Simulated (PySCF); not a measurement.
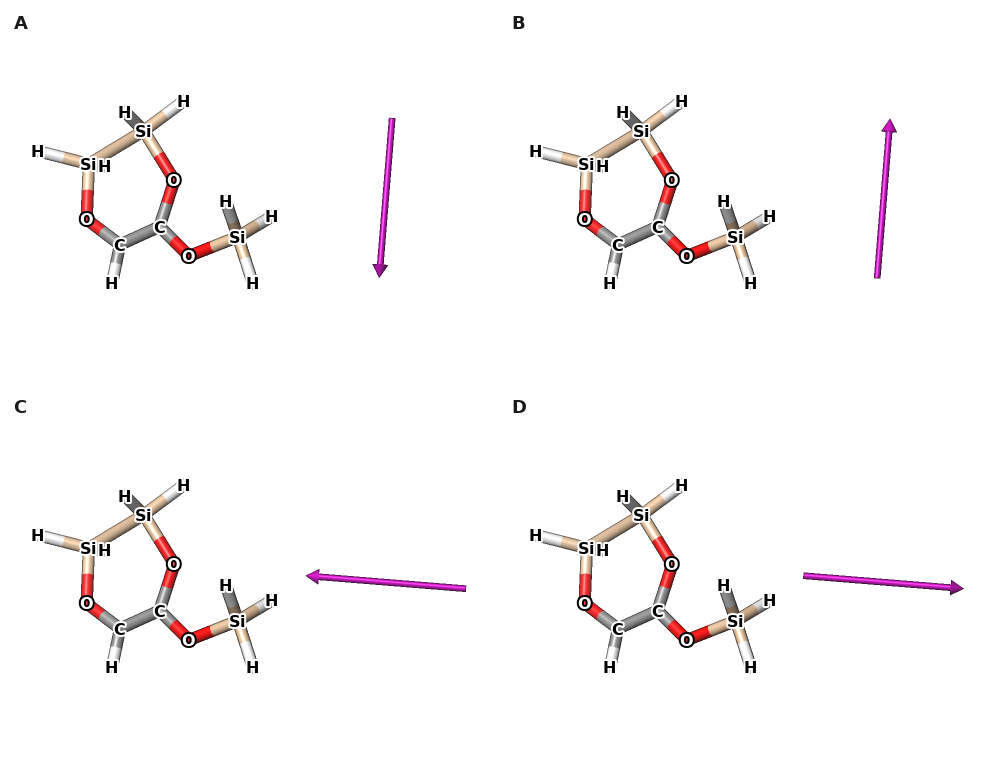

The same molecule four times, each with an arrow. The computed structure is the end point of a GFN2-xTB optimisation. No frequency run is at hand to confirm it as a minimum. Level of theory: ωB97X-D/def2-SVPD, gas phase (PySCF 2.14.0).

Question: Which arrow points along the dipole moment, from the negative to the positive end?

Answer: B. The dipole moment is 2.13 D.

The geometry is semi-empirical. Around Si such bond lengths and angles can be off by a tenth of an ångström or more and by several degrees, and values that hang on the shape move with them.
